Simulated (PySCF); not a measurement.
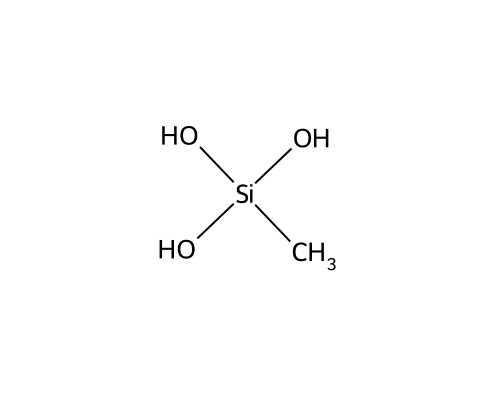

Transcribe the drawing into SMILES.

Answer. C[Si](O)(O)O

What is the molecular formula?

Answer. CH6O3Si.

The parts below concern this one geometry. Atoms keep their numbers from picture to picture. The geometry was computed by an optimisation with PBE0-D3(BJ)/def2-SVP. No frequency run is at hand to confirm it as a minimum.

## Dipole moment

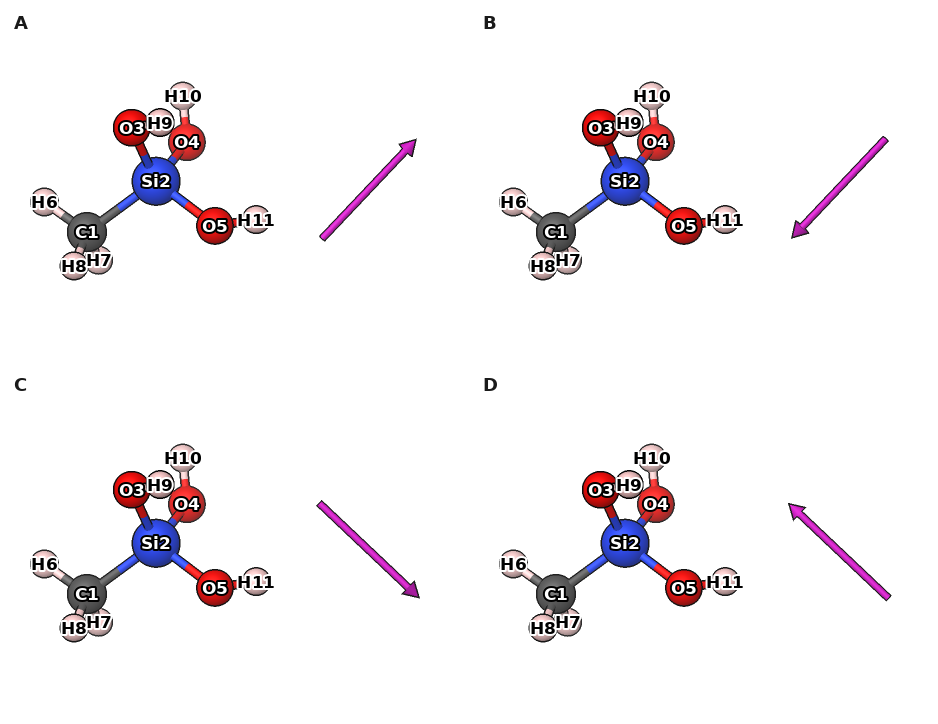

The same molecule four times, each with an arrow. No frequency run is at hand to confirm it as a minimum. Level of theory: PBE0/pcSseg-1 in methanol (IEF-PCM) (PySCF 2.14.0).

Which arrow points along the dipole moment, from the negative to the positive end?

Answer. A. The dipole moment is 1.78 D; it points from the side of H8 to the side of H10 (the outermost atoms at the two ends).

## NMR shielding

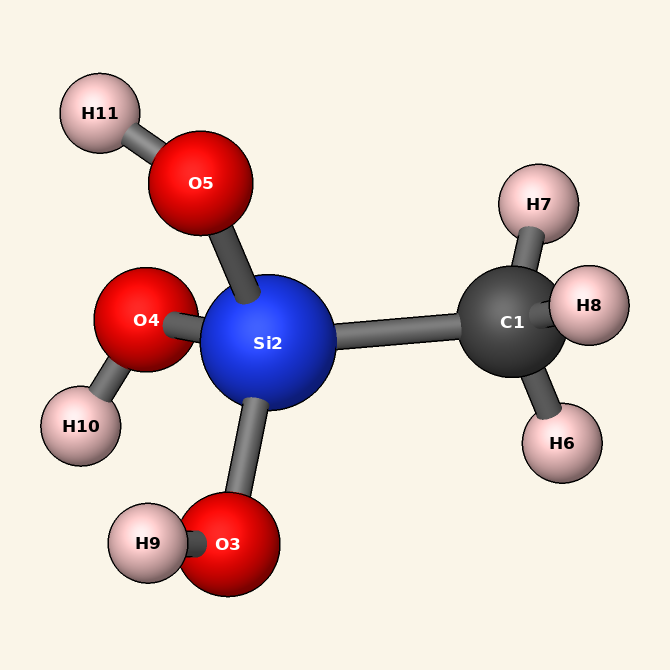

The questions are on isotropic NMR shieldings of the H atoms. No frequency run is at hand to confirm it as a minimum. Method: GIAO PBE0/pcSseg-1 NMR shielding, non-relativistic, IEF-PCM acetonitrile (PySCF 2.14.0).

Which H atom is the most shielded (lowest chemical shift)?

Answer. H7, H8 (31.04 to 31.08 ppm).

Which H atom is the least shielded (highest chemical shift)?

Answer. H9, H11 (28.79 to 28.82 ppm).

How wide is the range of H shifts?

Answer. 2.29 ppm.

List the isotropic NMR shieldings of the H atoms.

```
atom  σ (ppm)
  H6    31.05
  H7    31.08
  H8    31.04
  H9    28.79
 H10    28.86
 H11    28.82
```

## Excitation

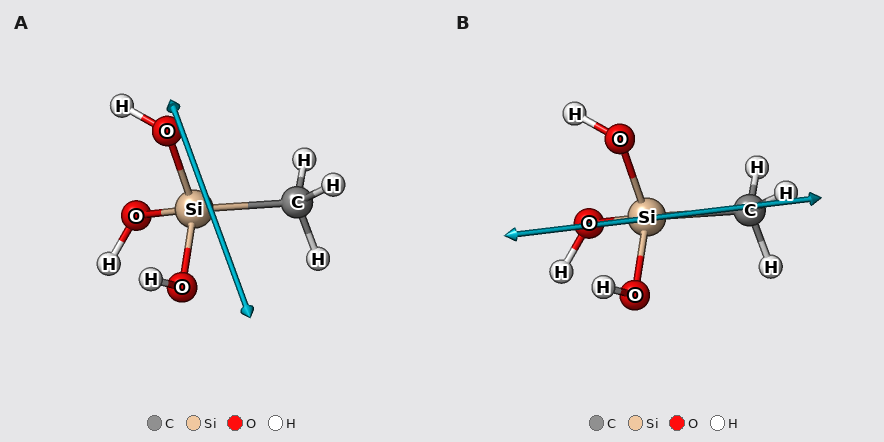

The double arrows show the directions of two transition dipoles from the ground state (lengths mean nothing). No frequency run is at hand to confirm it as a minimum. Level of theory: TDDFT B3LYP/def2-SVPD, vertical, IEF-PCM chloroform (non-equilibrium linear response), core orbitals frozen in the response (PySCF 2.14.0).

One belongs to singlet state 1 and one to singlet state 3. Which is which?

Answer. A: state 3, 7.83 eV (158 nm), oscillator strength 0.049, mainly HOMO−2 → LUMO (weight 0.95).
B: state 1, 7.27 eV (171 nm), oscillator strength 0.12, mainly HOMO → LUMO (weight 0.99).
